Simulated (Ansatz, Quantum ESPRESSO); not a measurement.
# AlSi3 (Fm-3m): zone-centre phonons, part 2 of 2

Aim: the zone-centre modes of AlSi3 (Fm-3m).

Quantum ESPRESSO 7.5; DFT PBEsol, scalar-relativistic, plane waves, PseudoDojo norm-conserving pseudopotentials.

So far. Step 2 (A probe with smearing): No gap opens on this mesh, so smearing is kept; the start stands at 0.31 GPa. Step 4 (Self-consistent run for the response): The cell stands at -0.0070 GPa, close enough for phonons. The relaxed cell has a = 6.196 Å (conventional setting).

The structure was built from a prototype and need not be the compound's stable phase.

**5. Linear response at Γ**

At q = 0 one unit cell holds all displacements; symmetry groups them into irreducible representations that are solved one by one. With smeared occupations no response to a homogeneous field can be asked.

ph.in

```
phonons
 &inputph
    prefix='x',
    outdir='./tmp',
    fildyn='g.dyn',
    tr2_ph=1.0d-18,
    alpha_mix(1)=0.4,
    nmix_ph=8,
 /
0.000000000000 0.000000000000 0.000000000000
```

On the command line:

```console
$ OMP_NUM_THREADS=1 mpirun -n 4 ph.x -nk 4 -in ph.in > ph.out
```

Numbers of over 12 decimals in the logs are rounded to 6 here.

The program printed:

```text
[banners, grids, parts of the stress and lines that vanish by symmetry left out]
[banner, memory and clock lines left out]
Program PHONON v.7.5

     ./tmp/x.save/

     IMPORTANT: XC functional enforced from input :
     Exchange-correlation= PBESOL
                           (   1   4  10   8   0   0   0)
     Any further DFT definition will be discarded
     Please, verify this is what you really want

     G-vector sticks info

     Reading collected, re-writing distributed wavefunctions in ./tmp/

     Number and degeneracy of irreps per q-point
       N         xq(1)         xq(2)         xq(3)   N irreps
       1   0.000000000   0.000000000   0.000000000       4
        3   3   3   3

     Calculation of q =    0.0000000   0.0000000   0.0000000

Possibly too few bands at point    1   0.00000   0.00000   0.00000

Possibly too few bands at point    2  -0.12500   0.12500  -0.12500

Possibly too few bands at point    6   0.00000   0.25000   0.00000

     phonons

     bravais-lattice index     =            2
     lattice parameter (alat)  =      11.7088  a.u.
     unit-cell volume          =     401.3114 (a.u.)^3
     number of atoms/cell      =            4
     number of atomic types    =            2
     kinetic-energy cut-off    =      40.0000  Ry
     charge density cut-off    =     160.0000  Ry
     convergence threshold     =      1.0E-18
     beta                      =       0.4000
     number of iterations used =            8
     Exchange-correlation= PBESOL
                           (   1   4  10   8   0   0   0)

     celldm(1)=   11.70884  celldm(2)=    0.00000  celldm(3)=    0.00000
     celldm(4)=    0.00000  celldm(5)=    0.00000  celldm(6)=    0.00000

     crystal axes: (cart. coord. in units of alat)
               a(1) = ( -0.5000  0.0000  0.5000 )
               a(2) = (  0.0000  0.5000  0.5000 )
               a(3) = ( -0.5000  0.5000  0.0000 )

     reciprocal axes: (cart. coord. in units 2 pi/alat)
               b(1) = ( -1.0000 -1.0000  1.0000 )
               b(2) = (  1.0000  1.0000  1.0000 )
               b(3) = ( -1.0000  1.0000 -1.0000 )

     Atoms inside the unit cell:

     Cartesian axes

     site n.  atom      mass           positions (alat units)
        1  Al     26.9815   tau(    1) = (    0.00000    0.00000    0.00000  )
        2  Si     28.0850   tau(    2) = (   -0.50000    0.50000    0.50000  )
        3  Si     28.0850   tau(    3) = (   -0.75000    0.75000    0.75000  )
        4  Si     28.0850   tau(    4) = (   -0.25000    0.25000    0.25000  )

     Computing dynamical matrix for
                    q = (   0.0000000   0.0000000   0.0000000 )

     49 Sym.Ops. (with q -> -q+G )

     G cutoff =  555.6328  (  13731 G-vectors)     FFT grid: ( 36, 36, 36)

     number of k points=    29  Marzari-Vanderbilt smearing, width (Ry)=  0.0200
                       cart. coord. in units 2pi/alat
        k(    1) = (   0.0000000   0.0000000   0.0000000), wk =   0.0039062
        k(    2) = (  -0.1250000   0.1250000  -0.1250000), wk =   0.0312500
        k(    3) = (  -0.2500000   0.2500000  -0.2500000), wk =   0.0312500
        [... further k-points left out ...]

     PseudoPot. # 1 for Al read from file:
     ./pseudo/Al.upf
     Pseudo is Norm-conserving + core correction, Zval =  3.0
     Using radial grid of 1876 points,  6 beta functions with:
                l(1) =   0
                l(2) =   0
                l(3) =   1
                l(4) =   1
                l(5) =   2
                l(6) =   2

     PseudoPot. # 2 for Si read from file:
     ./pseudo/Si.upf
     Pseudo is Norm-conserving + core correction, Zval =  4.0
     Using radial grid of 1510 points,  6 beta functions with:
                l(1) =   0
                l(2) =   0
                l(3) =   1
                l(4) =   1
                l(5) =   2
                l(6) =   2

     Mode symmetry, O_h (m-3m)  point group:

     Atomic displacements:
     There are    4 irreducible representations

     Representation     1      3 modes -  To be done

     Representation     2      3 modes -  To be done

     Representation     3      3 modes -  To be done

     Representation     4      3 modes -  To be done

     Alpha used in Ewald sum =   1.6000

     Representation #   1 modes #   1   2   3

     Self-consistent Calculation
      iter #   1   av.it.:   5.2
      thresh= 1.000E-02 alpha_mix =  0.400 |ddv_scf|^2 =  9.629E-08
      iter #   2   av.it.:  10.4
      thresh= 3.103E-05 alpha_mix =  0.400 |ddv_scf|^2 =  2.151E-09
      iter #   3   av.it.:  10.6
      thresh= 4.638E-06 alpha_mix =  0.400 |ddv_scf|^2 =  1.834E-10
      iter #   4   av.it.:  11.2
      thresh= 1.354E-06 alpha_mix =  0.400 |ddv_scf|^2 =  5.409E-13
      iter #   5   av.it.:  10.9
      thresh= 7.354E-08 alpha_mix =  0.400 |ddv_scf|^2 =  7.921E-14
      iter #   6   av.it.:  11.0
      thresh= 2.814E-08 alpha_mix =  0.400 |ddv_scf|^2 =  4.841E-16
      iter #   7   av.it.:  11.4
      thresh= 2.200E-09 alpha_mix =  0.400 |ddv_scf|^2 =  5.680E-18
      iter #   8   av.it.:  10.6
      thresh= 2.383E-10 alpha_mix =  0.400 |ddv_scf|^2 =  1.125E-18
      iter #   9   av.it.:  11.0
      thresh= 1.061E-10 alpha_mix =  0.400 |ddv_scf|^2 =  5.692E-21

     End of self-consistent calculation

     Convergence has been achieved

     Representation #   2 modes #   4   5   6

     Self-consistent Calculation
      iter #   1   av.it.:   4.6
      thresh= 1.000E-02 alpha_mix =  0.400 |ddv_scf|^2 =  1.812E-08
      iter #   2   av.it.:  10.4
      thresh= 1.346E-05 alpha_mix =  0.400 |ddv_scf|^2 =  1.521E-09
      iter #   3   av.it.:  10.8
      thresh= 3.900E-06 alpha_mix =  0.400 |ddv_scf|^2 =  8.311E-11
      iter #   4   av.it.:  11.1
      thresh= 9.116E-07 alpha_mix =  0.400 |ddv_scf|^2 =  1.273E-12
      iter #   5   av.it.:  11.0
      thresh= 1.128E-07 alpha_mix =  0.400 |ddv_scf|^2 =  1.081E-13
[...]
End of self-consistent calculation

     Convergence has been achieved

     Representation #   3 modes #   7   8   9

     Self-consistent Calculation
[...]
End of self-consistent calculation

     Convergence has been achieved

     Representation #   4 modes #  10  11  12

     Self-consistent Calculation
[...]
iter #   3   av.it.:  10.6
      thresh= 2.992E-06 alpha_mix =  0.400 |ddv_scf|^2 =  9.355E-11
      iter #   4   av.it.:  10.7
      thresh= 9.672E-07 alpha_mix =  0.400 |ddv_scf|^2 =  2.229E-12
      iter #   5   av.it.:  10.9
      thresh= 1.493E-07 alpha_mix =  0.400 |ddv_scf|^2 =  6.089E-14
      iter #   6   av.it.:  11.4
      thresh= 2.468E-08 alpha_mix =  0.400 |ddv_scf|^2 =  1.288E-14
      iter #   7   av.it.:  10.8
      thresh= 1.135E-08 alpha_mix =  0.400 |ddv_scf|^2 =  1.694E-16
      iter #   8   av.it.:  11.4
      thresh= 1.301E-09 alpha_mix =  0.400 |ddv_scf|^2 =  3.456E-18
      iter #   9   av.it.:  11.1
      thresh= 1.859E-10 alpha_mix =  0.400 |ddv_scf|^2 =  3.287E-19

     End of self-consistent calculation

     Convergence has been achieved

     Number of q in the star =    1
     List of q in the star:
          1   0.000000000   0.000000000   0.000000000

     Diagonalizing the dynamical matrix

     q = (    0.000000000   0.000000000   0.000000000 )

 **************************************************************************
     freq (    1) =      -0.114539 [THz] =      -3.820626 [cm-1]
     freq (    2) =      -0.114539 [THz] =      -3.820626 [cm-1]
     freq (    3) =      -0.114539 [THz] =      -3.820626 [cm-1]
     freq (    4) =       5.482590 [THz] =     182.879531 [cm-1]
     freq (    5) =       5.482590 [THz] =     182.879531 [cm-1]
     freq (    6) =       5.482590 [THz] =     182.879531 [cm-1]
     freq (    7) =       6.061083 [THz] =     202.175975 [cm-1]
     freq (    8) =       6.061083 [THz] =     202.175975 [cm-1]
     freq (    9) =       6.061083 [THz] =     202.175975 [cm-1]
     freq (   10) =       7.853247 [THz] =     261.956131 [cm-1]
     freq (   11) =       7.853247 [THz] =     261.956131 [cm-1]
     freq (   12) =       7.853247 [THz] =     261.956131 [cm-1]
 **************************************************************************

     Mode symmetry, O_h (m-3m)  point group:

     freq (   1-   3) =         -3.8  [cm-1]   --> T_1u G_15  G_4- I
     freq (   4-   6) =        182.9  [cm-1]   --> T_2g G_25' G_5+ R
     freq (   7-   9) =        202.2  [cm-1]   --> T_1u G_15  G_4- I
     freq (  10-  12) =        262.0  [cm-1]   --> T_1u G_15  G_4- I
```

Elapsed: 1.8 min, on 4 MPI ranks of Arm Neoverse V1, shared host; 7.2 min of CPU time.

Numbers from this step:

* largest acoustic frequency at the zone centre before the sum rule: -3.82 cm⁻¹
* highest optical zone-centre mode (no LO-TO term): 262.0 cm⁻¹
* lowest optical zone-centre mode: 182.9 cm⁻¹

The acoustic modes at Γ come out as far as 3.8 cm⁻¹ from zero, where they should vanish, a small numerical error.

**6. Modes with the sum rule**

A rigid shift of the crystal must cost nothing, but grids and finite bases break this; the acoustic sum rule is imposed before the matrix is diagonalised again.

dynmat.in

```
 &input
    fildyn='g.dyn',
    asr='simple',
    fileig='dynmat.eig',
 /
```

On the command line:

```console
$ dynmat.x -in dynmat.in > dynmat.out
```

The program printed:

```text
[banner, memory and clock lines left out]
Program DYNMAT v.7.5

     Reading Dynamical Matrix from file g.dyn
     ...Force constants read
     ...epsilon and Z* not read (not found on file)
     A direction for q was not specified:TO-LO splitting will be absent

     Polarizability (A^3 units)
     multiply by 1.000000 for Clausius-Mossotti correction
         0.000000    0.000000    0.000000
         0.000000    0.000000    0.000000
         0.000000    0.000000    0.000000

     IR activities are in (D/A)^2/amu units

# mode   [cm-1]    [THz]      IR
    1      0.00    0.0000    0.0000
    2      0.00    0.0000    0.0000
    3      0.00    0.0000    0.0000
    4    182.93    5.4841    0.0000
    5    182.93    5.4841    0.0000
    6    182.93    5.4841    0.0000
    7    202.21    6.0622    0.0000
    8    202.21    6.0622    0.0000
    9    202.21    6.0622    0.0000
   10    261.98    7.8538    0.0000
   11    261.98    7.8538    0.0000
   12    261.98    7.8538    0.0000

[end of the log left out, with the tail of the file of modes that dynmat.x writes under the same name]
```

Elapsed: 0.44 s, on 1 thread.

Unit eigenvectors of the mass-weighted matrix after the sum rule; no LO-TO term. Modes at Γ, with each element's share of the kinetic energy:

```tsv
mode	frequency (cm⁻¹)	symmetry	Al %	Si %
1	0.0	acoustic	24	76
2	0.0	acoustic	24	76
3	0.0	acoustic	24	76
4	182.9	T2g	0	100
5	182.9	T2g	0	100
6	182.9	T2g	0	100
7	202.2	T1u	14	86
8	202.2	T1u	14	86
9	202.2	T1u	14	86
10	262.0	T1u	61	39
11	262.0	T1u	61	39
12	262.0	T1u	61	39
```

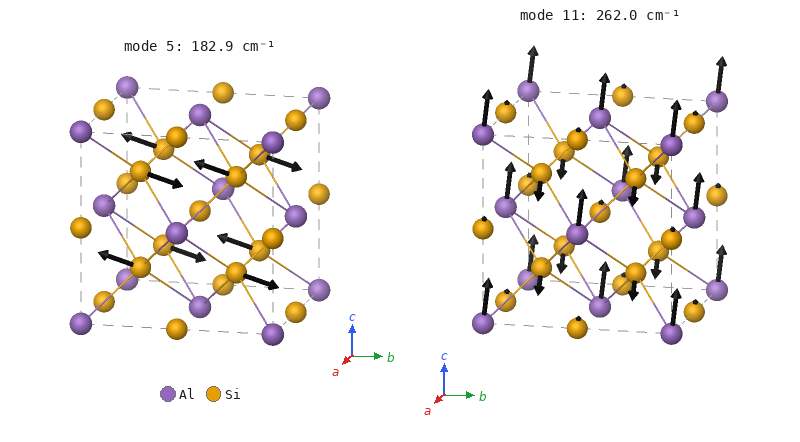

Displacement patterns of modes 5 and 11 at Γ; arrows are exaggerated. Some periodic images of atoms are drawn too.

The rule moves no optical mode by more than 0.1 cm⁻¹.

**7. The same in Ansatz**

The same cell goes through another code, with its own cutoff. It uses its own PAW datasets, so the potentials differ. Its k mesh is centred on Γ.

This step: DFT PBEsol, scalar-relativistic, plane waves, PAW (Ansatz 0.2.0).

input.yaml

```yaml
crystal:
  lattice:
    - [-3.0980252403, 0.0, 3.0980252403]
    - [0.0, 3.0980252403, 3.0980252403]
    - [-3.0980252403, 3.0980252403, 0.0]
  atoms:
    - { symbol: Al, position: [0.0, 0.0, 0.0] }
    - { symbol: Si, position: [0.5, 0.5, 0.5] }
    - { symbol: Si, position: [0.75, 0.75, 0.75] }
    - { symbol: Si, position: [0.25, 0.25, 0.25] }
kpoints:
  mp_grid: { grid: [8, 8, 8] }
hamiltonian:
  xc: pbesol
scf:
  occupations: { method: cold, width: 0.27211 }
output:
  eigenvalues: true
phonons:
  method: dfpt
```

On the command line:

```console
$ ansatz run input.yaml --threads 4 --pin off --max-ram 8192MiB --backend cpu --events-out ev --progress --plain --runs-dir out
```

The program printed:

```text
zone centre: on kpoints.mp_grid the ground state, and the responses unless they are solved on pairs of k-points, stand on 59 of the mesh's 512 k-points, reduced under 8 symmetry operations, with k and −k counted as one. Each operation leaves every solved displacement unchanged or reverses it
Engine: ansatz 0.2.0, aarch64-unknown-linux-gnu
Pseudopotentials: kind: paw
Pseudopotential: Al, paw, valence charge 3, recommended cutoff 420 eV (normal), Al.paw.azcp
Pseudopotential: Si, paw, valence charge 4, recommended cutoff 420 eV (normal), Si.paw.azcp
Functional definition: PBEsol
  exchange = pbesol_x
  correlation = pbesol_c
Crystal: 4 atoms, lattice volume = 59.468 Å³
Basis set: ecut = 420 eV, 1211 PW (Γ), exchange–correlation on 60×60×60 points (8 copies of the dense FFT grid, shifted against one another)
Bands: 12, of which v1, the nominal top of the filled ones, is band 8 counted from 1 (7 counted from 0)
Symmetry: 48 space group operations
k-points: 59 of 512 (irreducible under 8 space group operations, time reversal used)
Non-local potential: Al, projectors of the file, l = 0: 2, l = 1: 2, l = 2: 1
Non-local potential: Si, projectors of the file, l = 0: 2, l = 1: 2, l = 2: 2
PAW form: soft (Blöchl's): semilocal exchange-correlation on the pseudo side does not see the compensation charge
PAW frozen core: Al, regenerated for the run's functional, and the local potential with it (the file was generated under x = pbe(κ = 0.804, μ = 0.219515), c = pbe(β = 0.066725))
PAW frozen core: Si, regenerated for the run's functional, and the local potential with it (the file was generated under x = pbe(κ = 0.804, μ = 0.219515), c = pbe(β = 0.066725))
PAW one-centre angular grid: Al, 110 points (default); XC on 64 Gauss nodes
PAW one-centre angular grid: Si, 110 points (default); XC on 64 Gauss nodes
Initial density: superposition of atomic densities (neutral atoms: chi_scale 0, normalization atom), corrected by the library's trained network
Initial wavefunctions: pseudopotential atomic-orbital guess
Functional: x = pbesol(κ = 0.804, μ = 0.123457), c = pbesol(β = 0.046)
SCF iter   1: F=—  HF=-2387.765062 eV  |F-HF|=—  |Δ(HF+E_count)|=         —  Δρ=1.73e-3  dr2=2.74e-3  ethr=1.77e-3  ⟨swp⟩=6.3  Hψ=10376  notcnv=0
automatic band count: the SCF goes on with 16 bands, as 12 were too few: the levels above may hold too much charge
preconditioner: auto → Kerker (q_TF=auto, 2.169 Å⁻¹)  [metal: Δε(μ)=0.110 eV  Ē_g=9.931 eV  σ=0.272 eV  W_gap=0.25  n_scr=14 (ndim 8)  ℏωp=18.6 eV  f_vac=0.000  D(μ)=1.48/eV (n_scr^D=14)]
SCF iter   2: F=—  HF=-2387.764721 eV  |F-HF|=—  |Δ(HF+E_count)|=   3.41e-4  S|Δr|=    0.00e0  Δρ=9.95e-4  dr2=9.03e-4  ethr=1.83e-5  ⟨swp⟩=2.0  Hψ=1675  notcnv=0
SCF iter   3: F=—  HF=-2387.764411 eV  |F-HF|=—  |Δ(HF+E_count)|=   3.10e-4  S|Δr|=    0.00e0  Δρ=9.98e-5  dr2=8.77e-6  ethr=6.02e-6  ⟨swp⟩=2.5  Hψ=1262  notcnv=0
SCF iter   4: F=—  HF=-2387.764406 eV  |F-HF|=—  |Δ(HF+E_count)|=   5.03e-6  S|Δr|=    0.00e0  Δρ=2.68e-5  dr2=4.60e-7  ethr=5.85e-8  ⟨swp⟩=2.6  Hψ=1274  notcnv=0
SCF iter   5: F=—  HF=-2387.764405 eV  |F-HF|=—  |Δ(HF+E_count)|=   1.09e-6  S|Δr|=    0.00e0  Δρ=5.28e-6  dr2=1.33e-8  ethr=3.07e-9  ⟨swp⟩=2.8  Hψ=1246  notcnv=0
SCF iter   6: F=—  HF=-2387.764405 eV  |F-HF|=—  |Δ(HF+E_count)|=   5.74e-9  S|Δr|=    0.00e0  Δρ=7.42e-7  dr2=4.34e-10  ethr=8.85e-11  ⟨swp⟩=1.2  Hψ=862  notcnv=0
SCF iter   7: F=-2387.764405 eV  HF=-2387.764405 eV  |F-HF|=4.09e-12  |Δ(HF+E_count)|=  1.62e-10  S|Δr|=    0.00e0  Δρ=9.52e-8  dr2=8.07e-12  ethr=1.00e-12  ⟨swp⟩=7.4  Hψ=5019  notcnv=0
SCF 1 converged in 7 iterations: F = -2387.764405 eV  dr2 = 8.07e-12
  greatest PAW one-centre occupation: 0.688 electrons in one spin orbital (limit 2), on the Si atom at site 3 (counted from 0), in its partial waves of l = 0
DFPT response loops at Γ: preconditioner auto → Kerker (q_TF=auto, 2.169 Å⁻¹) (partly filled bands, converged f_vac=0.000); β = 1.00, the filter's whole step (`scf.mixing.beta` (0.50) is not read by the response loops under this deck's `scf.mixing.preconditioner`; to damp them name `kerker` or `kerker_dos`, under which they read `scf.mixing.beta`, and type it under 1.00, their step now; both keys bind the ground state too); Broyden in place of MSR1
SCF converged after 7 iterations
Stability not checked: this state was not tested for a lower state beside it, because cold or Methfessel-Paxton smearing, or corrected tetrahedra, fill the levels in a way that the test cannot read (fill_not_monotonic; see scf.lower_state_search)
Free energy (F): -2387.764405 eV
Harris-Foulkes:  -2387.764405 eV  (|F-HF|=4.09e-12)
Internal energy: -2387.779712 eV  (E = F + TS)
E sigma→0 (E₀):  -2387.769508 eV
Entropy (-TS):   0.015307 eV (3.827 meV/atom)
Fermi energy:    9.860150 eV
--- Per-component energies (eV) ---
  E_band       = 68.093193
  E_kinetic    = 145.983078
  E_local      = 10.330065  (includes V_loc(G=0)·N_el)
  E_nonlocal   = 87.346902
  E_hartree    = 3.607963
  E_xc         = -206.628975
  E_vxc        = -173.586160  (∫ρ·V_xc dr)
  E_paw        = -1949.579774  (= ΣΔE_a)
  E_vpaw       = -9.196633  (= ΣTr[D̂ρ^β])
  E_aug_tail   = 0.000018  (compensation charges beyond the density's cutoff)
  E_ewald      = -478.952811
  E_core_change = 0.113821  (= ΣΔE_core)
  E_smearing   = 0.015307  (= −TS)
  E_closure    = 0.000000  (closes the sum)
  Σ components = -2387.764405   (vs F -2387.764405, Δ=0.00e0)
--- Band table (eV; the first three rows and the last of 59) ---
  k-point 0: bands = [... 4 lower, 7.1039, 7.6084, 7.6084, 7.6084, 7.8690, 10.1698, 10.1698, 10.1698, ... 4 higher]
  k-point 1: bands = [... 4 lower, 6.6072, 8.1489, 8.2954, 8.2954, 9.4937, 9.4937, 9.6345, 10.1872, ... 4 higher]
  k-point 2: bands = [... 4 lower, 6.2149, 8.0063, 8.0063, 8.2069, 9.9504, 10.0305, 10.0305, 13.1317, ... 4 higher]
  k-point 58: bands = [... 4 lower, 3.8335, 4.6552, 12.8357, 12.8357, 13.7783, 13.7783, 14.7811, 15.2488, ... 4 higher]
--- Phonons (Γ-DFPT): 3 representative perturbations + reference, on 59 of 512 k-points (Σ response iterations 9) ---
  k mesh reduced under 8 symmetry operations, with k and −k counted as one. Each operation leaves every solved displacement unchanged or reverses it
  ASR residual: 2.254e-5 → 0.000e0 eV/Å²; symmetrization residual: 1.603e-7 eV/Å²
  ASR residual per site (eV/Å²): 7.39e-6 2.25e-5 1.42e-5 1.42e-5
  Γ frequencies (cm⁻¹): 0.00 0.00 0.00 181.77 181.77 181.77 201.99 201.99 201.99 260.77 260.77 260.77
  non-analytic LO–TO correction: not included (Born effective charges unavailable; polar crystals: no LO–TO splitting at Γ)
```

It took 4.5 s on 4 threads; peak memory 0.54 GiB; 17 s of CPU time.

Read from the output:

| Property | Result |
| --- | --- |
| sum-rule residual before enforcement | 2.25e-5 eV/Å² |
| highest optical zone-centre mode (no LO-TO term) | 260.8 cm⁻¹ |
| lowest optical zone-centre mode | 181.8 cm⁻¹ |

**8. The two compared: QE PseudoDojo and Ansatz, PAW**

Worked out from the results:

```yaml
root_mean_square_difference: 0.98 cm⁻¹
largest_difference: 1.21 cm⁻¹
```

Frequencies side by side, by row:

```tsv
q (reciprocal lattice)	mode	QE PseudoDojo (cm⁻¹)	Ansatz, PAW (cm⁻¹)
0 0 0	1	0	0
0 0 0	2	0	0
0 0 0	3	0	0
0 0 0	4	182.9	181.8
0 0 0	5	182.9	181.8
0 0 0	6	182.9	181.8
0 0 0	7	202.2	202
0 0 0	8	202.2	202
0 0 0	9	202.2	202
0 0 0	10	262	260.8
0 0 0	11	262	260.8
0 0 0	12	262	260.8
```

At the zone centre the largest difference (acoustic modes at Γ apart) is 0.5 % of the highest mode.

**9. Results**

| Property | Result |
| --- | --- |
| space group after relaxation | Fm-3m |
| volume per atom | 14.9 Å³ |
| highest optical zone-centre mode (no LO-TO term) | 262.0 cm⁻¹ |
| lowest optical zone-centre mode | 182.9 cm⁻¹ |
| imaginary optical modes at the zone centre (no q mesh in this session) | none |
| largest difference from Ansatz, PAW | 1.21 cm⁻¹ |

What this shows: At the PBEsol level the optical modes of AlSi3 (Fm-3m) at the zone centre run from 183 to 262 cm⁻¹. Of the 9 optical modes, 3 are Raman active alone and 6 are infrared active alone; inversion symmetry keeps the two sets apart. QE PseudoDojo and Ansatz, PAW differ by 1.0 cm⁻¹ in the root mean square and by 1.2 cm⁻¹ at most, 0.5 % of the highest mode compared (acoustic modes at Γ left out); the two use different potentials, and the cell was not relaxed for the second set. Left out of this account: PBEsol+D3 with PseudoDojo NC, since it is gradient-corrected and no frozen-mode check or second program bears its response out; optB88-vdW with PseudoDojo NC, since it is gradient-corrected and no frozen-mode check or second program bears its response out; rVV10 with SPMS NC, since it is gradient-corrected and no frozen-mode check or second program bears its response out; vdW-DF2 with PseudoDojo NC, since it is gradient-corrected and no frozen-mode check or second program bears its response out. What is said of the levels holds for those shown. These are harmonic frequencies at zero temperature: anharmonic shifts and linewidths and thermal expansion are left out. In a metal the frequencies hang on the k mesh and the smearing, most of all near Kohn anomalies. The runs are without spin polarisation, although the cell has an odd electron count or an open d or f shell, so a magnetic state was not tested. The structure is a hypothetical one, built on a prototype.

[Host names and launcher messages were left out of these logs when they were recorded.]

[Logs are printed without paths, hosts, clocks, repeated set-up lines and the standing remarks that a program may print on its own settings, such as how far it seeks lower states.]

[Hosts, paths, dates, database ids (printed as entryN), source tags and the programs' standing remarks are cut or masked in the printed files.]
